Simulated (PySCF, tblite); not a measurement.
# C6H11Si radical: geometry, infrared bands and EPR parameters

Aim: predict the infrared bands and EPR parameters of C6H11Si radical (`[SiH2]C[C@@H]1C[C@H]2C[C@@H]12`).

Computed with tblite 0.8.0 and PySCF 2.14.0, with density-fitted response routines of our own, on a single molecule in the gas phase. Atoms count from 0, in the outputs and in this text.

### Step 1. The starting structure

18 atoms, charge 0, multiplicity 2; geometry from: force field or distance geometry start.

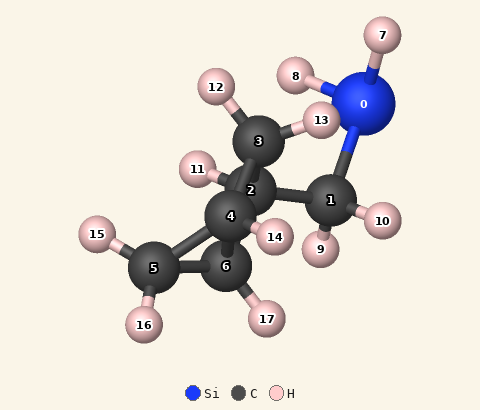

The starting geometry (silicon blue, carbon dark grey, hydrogen pink), atoms numbered.

### Step 2. Relaxing the molecule with GFN2-xTB

What the job is given:

```
{"job": {"kind": "relax", "xc": "GFN2-xTB", "basis": "xTB"}, "charge": 0, "multiplicity": 2}
Si    -3.042300     0.379200     0.190500
C     -1.388200     0.803500    -0.556000
C     -0.273100    -0.237700    -0.290400
C      0.338000    -0.278800     1.124800
C      1.663700     0.016200     0.555600
C      2.301400    -0.701800    -0.599200
C      1.072900     0.120000    -0.822100
H     -2.930200     0.281600     1.672500
H     -3.525000    -0.921500    -0.340400
H     -1.523900     0.912200    -1.624000
H     -1.074500     1.778300    -0.169400
H     -0.578700    -1.231400    -0.662500
H      0.263800    -1.264500     1.627900
H     -0.019600     0.472900     1.831400
H      2.120400     0.909500     0.974500
H      2.217800    -1.779800    -0.624500
H      3.248100    -0.316400    -0.973000
H      1.120500     1.064600    -1.327400
```

The run is started by

```bash
$ OMP_NUM_THREADS=1 python probes_run.py task.json out
```

This one command runs all jobs of the session in turn.

Log:

```text
step      E/eV     max force
  0    -545.46041    3.186
  1    -545.71551    1.483
  2    -545.82347    1.033
  3    -545.99296    0.732
  4    -546.03653    0.621
  5    -546.08946    0.650
  6    -546.12109    0.549
  7    -546.16585    0.542
  8    -546.19277    0.354
  9    -546.20965    0.276
 10    -546.21821    0.188
 11    -546.22470    0.239
 12    -546.23119    0.283
 13    -546.23806    0.271
 14    -546.24480    0.196
 15    -546.25018    0.201
 16    -546.25354    0.155
 17    -546.25599    0.128
 18    -546.25867    0.117
 19    -546.26141    0.110
 20    -546.26355    0.092
 21    -546.26491    0.094
 22    -546.26579    0.078
 23    -546.26646    0.064
 24    -546.26695    0.053
 25    -546.26731    0.050
 26    -546.26763    0.055
 27    -546.26795    0.042
 28    -546.26828    0.055
 29    -546.26866    0.056
 30    -546.26911    0.070
 31    -546.26963    0.073
 32    -546.27009    0.050
 33    -546.27042    0.046
 34    -546.27068    0.036
 35    -546.27094    0.058
 36    -546.27119    0.058
 37    -546.27139    0.036
 38    -546.27156    0.036
 39    -546.27177    0.033
 40    -546.27202    0.054
 41    -546.27227    0.053
 42    -546.27243    0.029
 43    -546.27255    0.025
 44    -546.27265    0.023
 45    -546.27275    0.024
 46    -546.27281    0.015
 47    -546.27284    0.012
 48    -546.27286    0.009
```

It took 0.32 s on 1 thread of Arm Neoverse V1, shared host; peak memory 0.18 GiB.

The steps of the relaxation: (not every step is listed)

| step | energy from step 0 (eV) | largest force (eV/Å) |
| --- | --- | --- |
| 0 | 0.0000 | 3.1865 |
| 1 | -0.2551 | 1.4835 |
| 2 | -0.3631 | 1.0331 |
| 3 | -0.5326 | 0.7322 |
| 4 | -0.5761 | 0.6214 |
| 5 | -0.6291 | 0.6498 |
| 6 | -0.6607 | 0.5488 |
| 7 | -0.7054 | 0.5417 |
| 8 | -0.7324 | 0.3538 |
| 11 | -0.7643 | 0.2386 |
| 14 | -0.7844 | 0.1958 |
| 17 | -0.7956 | 0.1283 |
| 20 | -0.8031 | 0.0924 |
| 23 | -0.8061 | 0.0640 |
| 26 | -0.8072 | 0.0552 |
| 29 | -0.8082 | 0.0563 |
| 32 | -0.8097 | 0.0500 |
| 35 | -0.8105 | 0.0575 |
| 38 | -0.8111 | 0.0364 |
| 41 | -0.8119 | 0.0527 |
| 43 | -0.8121 | 0.0248 |
| 44 | -0.8122 | 0.0230 |
| 45 | -0.8123 | 0.0239 |
| 46 | -0.8124 | 0.0153 |
| 47 | -0.8124 | 0.0117 |
| 48 | -0.8125 | 0.0086 |

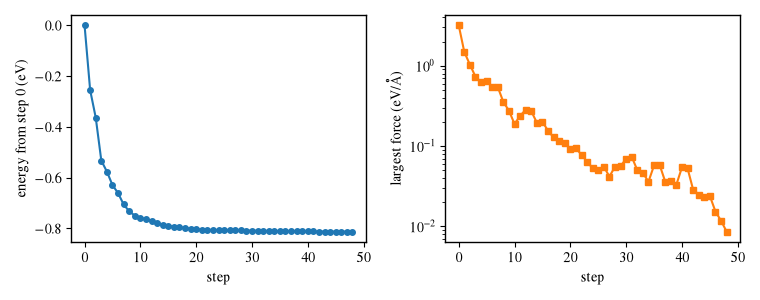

Energy and force, step by step.

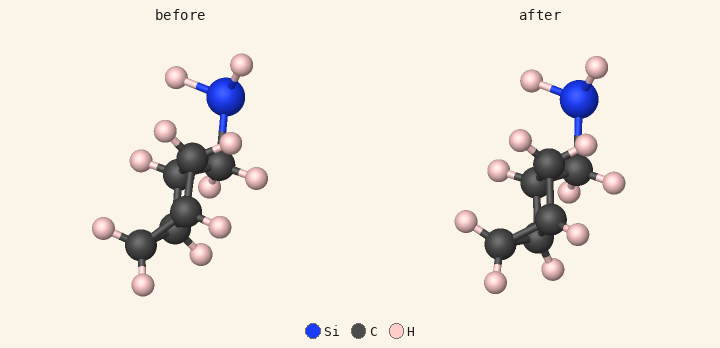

The geometry before (left) and after (right).

Distances of close pairs at the start and the end, largest changes first:

| bond | before (Å) | after (Å) | change (Å) |
| --- | --- | --- | --- |
| C3–C4 | 1.473 | 1.523 | +0.050 |
| C2–C6 | 1.491 | 1.530 | +0.039 |
| Si0–C1 | 1.864 | 1.898 | +0.034 |
| Si0–H7 | 1.489 | 1.458 | -0.032 |
| Si0–H8 | 1.485 | 1.458 | -0.027 |
| C1–C2 | 1.549 | 1.522 | -0.026 |
| C3–H12 | 1.109 | 1.091 | -0.019 |
| C1–H9 | 1.082 | 1.093 | +0.011 |

The end geometry stands in the next job.

### Step 3. Infrared spectrum with GFN2-xTB

What the job is given:

```
{"job": {"kind": "ir", "xc": "GFN2-xTB", "basis": "xTB"}, "charge": 0, "multiplicity": 2}
Si    -2.977305     0.240105     0.286751
C     -1.368506     0.811299    -0.542455
C     -0.243665    -0.199450    -0.368378
C      0.322226    -0.279495     1.067759
C      1.661991     0.229964     0.554037
C      2.175231    -0.705179    -0.495276
C      1.120940     0.296849    -0.849507
H     -2.913815     0.191945     1.742403
H     -3.500063    -0.993129    -0.289941
H     -1.533237     0.966302    -1.611673
H     -1.044027     1.771191    -0.134652
H     -0.539550    -1.162939    -0.795940
H      0.345250    -1.270624     1.522244
H     -0.167468     0.413682     1.748593
H      2.301044     0.916975     1.085024
H      1.922558    -1.755216    -0.446648
H      3.169768    -0.510627    -0.870047
H      1.259870     1.044665    -1.613951
```

Log:

```text
mode    cm-1     km/mol
  1      77.8      0.02
  2     117.0      0.06
  3     132.4      0.09
  4     200.7      0.60
  5     302.2      2.25
  6     413.7      0.94
  7     437.3      3.66
  8     489.4     27.45
  9     534.9     46.48
 10     715.5      6.09
 11     753.1     87.35
 12     774.8    151.58
 13     791.5     48.52
 14     843.1      2.42
 15     867.1      4.75
 16     916.1      3.48
 17     929.8      8.20
 18     962.6      3.00
 19     996.1      5.60
 20    1011.3      0.51
 21    1026.6      7.18
 22    1043.2      0.31
 23    1071.2      1.16
 24    1083.2      0.87
 25    1111.1      9.24
 26    1127.1      4.06
 27    1189.1      1.66
 28    1199.1      9.36
 29    1210.0      0.83
 30    1234.0      1.55
 31    1258.8      1.82
 32    1266.3      1.81
 33    1331.1      8.54
 34    1373.1      1.78
 35    1467.9      0.26
 36    1477.7      0.48
 37    1486.8      0.65
 38    2289.8    131.64
 39    2302.1    529.67
 40    2917.9     54.62
 41    2956.0     56.46
 42    2973.0      5.97
 43    2975.4     69.88
 44    3011.5     47.78
 45    3063.3     25.06
 46    3075.9     52.84
 47    3079.7     27.16
 48    3094.8     89.24
```

Wall time 0.59 s (1 thread of Arm Neoverse V1, shared host); peak memory 0.18 GiB.

The strongest bands and the atoms that carry them (share of the mass-weighted mode):

| cm⁻¹ | km/mol | atoms |
| --- | --- | --- |
| 753 | 87.3 | H7 38 %, H8 34 %, C1 19 % |
| 775 | 151.6 | C1 32 %, Si0 23 %, H8 14 %, H9 11 % |
| 2290 | 131.6 | H8 58 %, H7 40 % |
| 2302 | 529.7 | H7 57 %, H8 39 % |
| 2918 | 54.6 | H11 91 % |
| 2956 | 56.5 | H9 66 %, H10 23 % |
| 2975 | 69.9 | H12 78 %, H10 11 % |
| 3095 | 89.2 | H16 50 %, H14 21 %, H17 16 % |

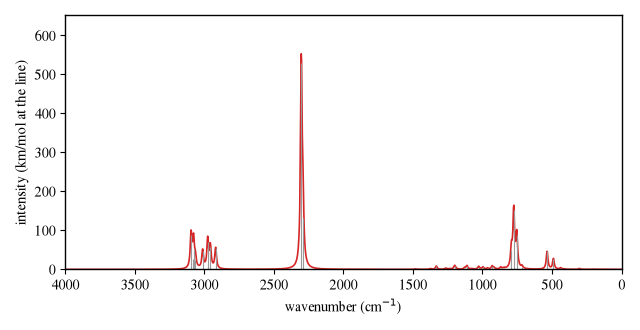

The infrared spectrum from these modes, unscaled. Lines are broadened to a width of 14 cm⁻¹ (Lorentzian).

### Step 4. EPR parameters: B3LYP/pcH-1

Settings changed since step 3:

```diff
@@ -1,2 +1,2 @@
-{"job": {"kind": "ir", "xc": "GFN2-xTB", "basis": "xTB"}, "charge": 0, "multiplicity": 2}
+{"job": {"kind": "epr", "basis": "pcH-1"}, "charge": 0, "multiplicity": 2}
 Si    -2.977305     0.240105     0.286751
```

Method: UKS B3LYP, pcH-1 on C H Si, non-relativistic, mean-field spin-orbit, GIAO.

Log:

```text
UKS, coarse grid
  cycle   1  E = -524.60444058  |g| = 3.42e-01
  cycle   2  E = -524.56081654  |g| = 4.45e-01
  cycle   3  E = -524.66448852  |g| = 4.61e-02
  cycle   4  E = -524.66519584  |g| = 2.60e-02
  cycle   5  E = -524.66550145  |g| = 5.55e-03
  cycle   6  E = -524.66551702  |g| = 1.13e-03
  cycle   7  E = -524.66551715  |g| = 6.57e-04
UKS, final grid
  cycle   1  E = -524.66546363  |g| = 8.96e-04
  cycle   2  E = -524.66546321  |g| = 1.30e-03
  cycle   3  E = -524.66546401  |g| = 5.67e-05
  cycle   4  E = -524.66546401  |g| = 2.04e-05
E = -524.66546401 Eh   <S^2> = 0.7516 (exact 0.7500)
g shifts (ppm)      1          2          3
  rmc          -129       -129       -129
  gc             10         81         84
  oz_so         -70       1899       2308
  total        -190       1850       2263
hyperfine (MHz)  atom isotope    a_iso     a_fc   dipolar eigenvalues
    0  29Si    -401.24    -402.27   -178.62     89.27     89.35
    1   13C      15.33      15.30     -3.00     -2.90      5.90
    2   13C      38.00      38.00     -2.68     -2.55      5.24
    3   13C       4.41       4.41     -0.42     -0.26      0.68
    4   13C      -0.32      -0.32     -0.23     -0.10      0.33
    5   13C       1.16       1.16     -0.31     -0.26      0.57
    6   13C       9.66       9.67     -1.35     -1.29      2.65
    7    1H      21.30      21.28    -10.61      1.64      8.97
    8    1H      21.15      21.12    -10.56      1.63      8.93
    9    1H       4.39       4.38     -4.11     -2.43      6.54
   10    1H       1.65       1.65     -3.98     -2.31      6.29
   11    1H       0.50       0.50     -3.04     -0.88      3.92
   12    1H       0.40       0.40     -1.25     -0.93      2.18
   13    1H      -0.26      -0.27     -1.89     -1.38      3.28
   14    1H       0.09       0.09     -0.49     -0.39      0.88
   15    1H       0.82       0.82     -0.61     -0.34      0.96
   16    1H       2.32       2.32     -0.43     -0.28      0.70
   17    1H      -0.82      -0.82     -1.12     -0.44      1.56
```

Wall time 86 s (1 thread of Arm Neoverse V1, shared host); peak memory 0.97 GiB.

Principal g values 2.00213, 2.00417, 2.00458; g(iso) = 2.00363, against 2.00232 for a free electron.

Hyperfine couplings; where a row names several nuclei, a(iso) is their mean (it holds for fast rotation or exchange) and the dipolar term the largest among them:

| nuclei | isotope | a(iso) (MHz) | a(iso) (G, at g = 2.0023) | largest dipolar term (MHz) |
| --- | --- | --- | --- | --- |
| Si0 | 29Si | -401.2 | -143.2 | -178.6 |
| C2 | 13C | 38.0 | 13.6 | 5.2 |
| H7, H8 | 1H | 21.2 | 7.6 | -10.6 |
| C1 | 13C | 15.3 | 5.5 | 5.9 |
| C6 | 13C | 9.7 | 3.4 | 2.6 |
| C3 | 13C | 4.4 | 1.6 | 0.7 |
| H9 | 1H | 4.4 | 1.6 | 6.5 |
| H16 | 1H | 2.3 | 0.8 | 0.7 |
| H10 | 1H | 1.7 | 0.6 | 6.3 |
| C5 | 13C | 1.2 | 0.4 | 0.6 |
| H17 | 1H | -0.8 | -0.3 | 1.6 |
| H15 | 1H | 0.8 | 0.3 | 1.0 |
| H11 | 1H | 0.5 | 0.2 | 3.9 |
| H12 | 1H | 0.4 | 0.1 | 2.2 |

Mulliken spin populations:

Si0 1.01; C1 -0.02; C2 0.02; C3 0.00; C4 0.00; C5 0.00; C6 0.01; H7 -0.01; H8 -0.01; H9 0.00; H10 0.00; H11 0.00; H12 0.00; H13 0.00; H14 0.00; H15 0.00; H16 0.00; H17 0.00

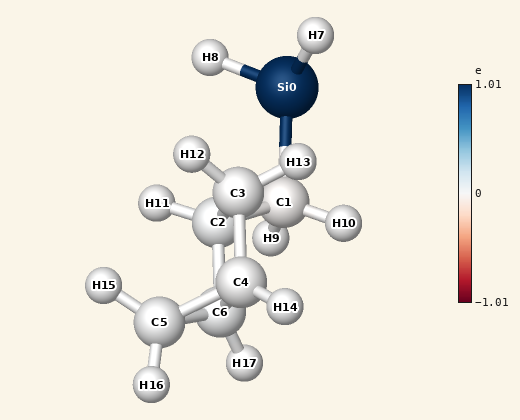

Mulliken spin populations, as colours on the atoms.

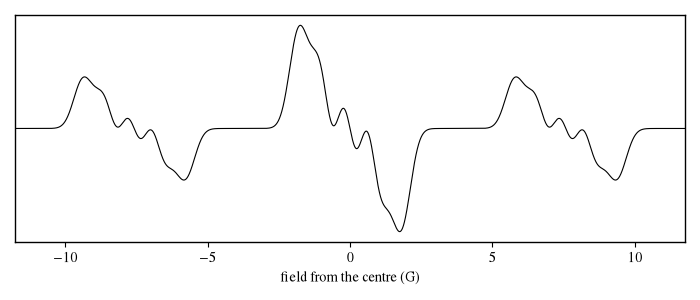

First-order isotropic spectrum (first derivative, main isotopes with spin only, couplings over 0.8 MHz, Gaussian width 0.3 G; couplings of the frozen geometry, rotation of groups not averaged beyond the rows shown).

Orbitals, density, ELF and potential are computed afterwards from the orbital file.

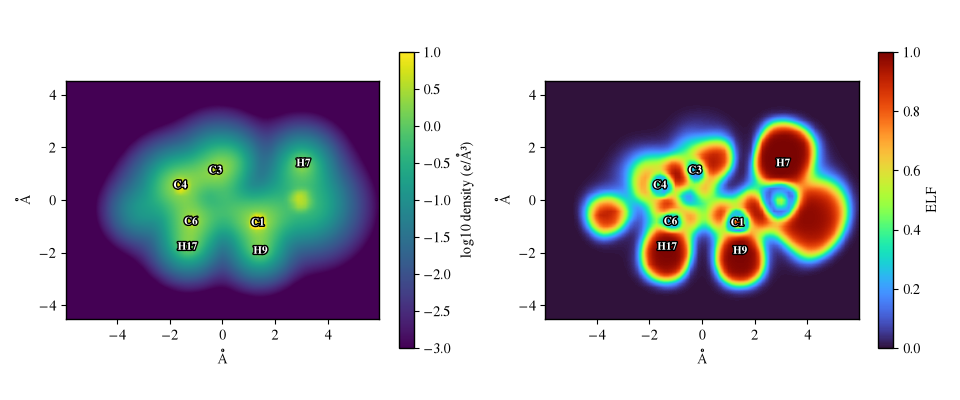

Density (left) and ELF (right) in a plane through or near 7 of the atoms.

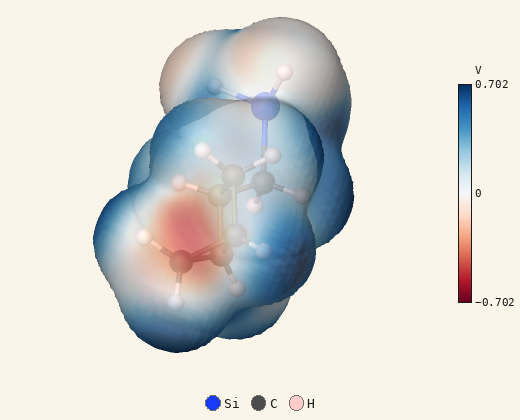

Electrostatic potential on the surface of density 0.002 e/bohr³; red is low, blue high. It runs from -0.41 V near C5 to 0.70 V near H16.

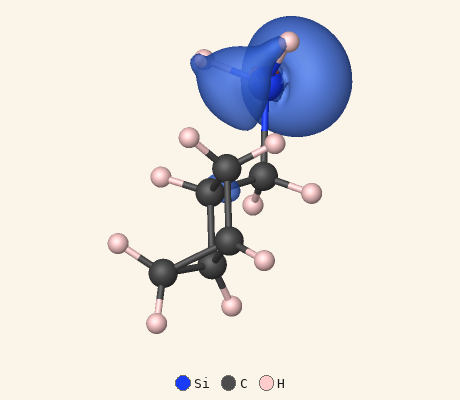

Spin density at ±0.03 e/Å³ (alpha excess blue, beta excess red).

### Step 5. Results

| quantity | value |
| --- | --- |
| strongest single infrared mode (GFN2-xTB) | 2302 cm⁻¹, 530 km/mol |
| zero-point energy (GFN2-xTB) | 92.9 kcal/mol |
| g(iso) (B3LYP) | 2.00363 |
| ⟨S²⟩ | 0.752 (exact 0.75) |
| largest a(iso) (averaged by class) | 29Si on Si0, -401.2 MHz |
| potential on the surface of density 0.002 e/bohr³, 1st and 99th percentile | -0.41 V and 0.70 V |

**Reading.** Over 48 steps the energy fell by 0.812 eV; of the close pairs, C3–C4 changed most, 1.473 to 1.523 Å. No mode is imaginary among the 48: a minimum at this level. The strongest single mode, at 2302 cm⁻¹, moves mainly H7 and H8. Unscaled tight-binding wavenumbers are off by several per cent, some by more. Its intensities can rank the bands wrongly. Most of the unpaired spin sits on Si0 (1.01 e). The isotropic g lies 1.3 ppt above the free-electron value. These values are for one conformer; the search (at its own cheap level) found 2 more, at 0.58, 0.76 kcal/mol, and measured spectra average over such forms.
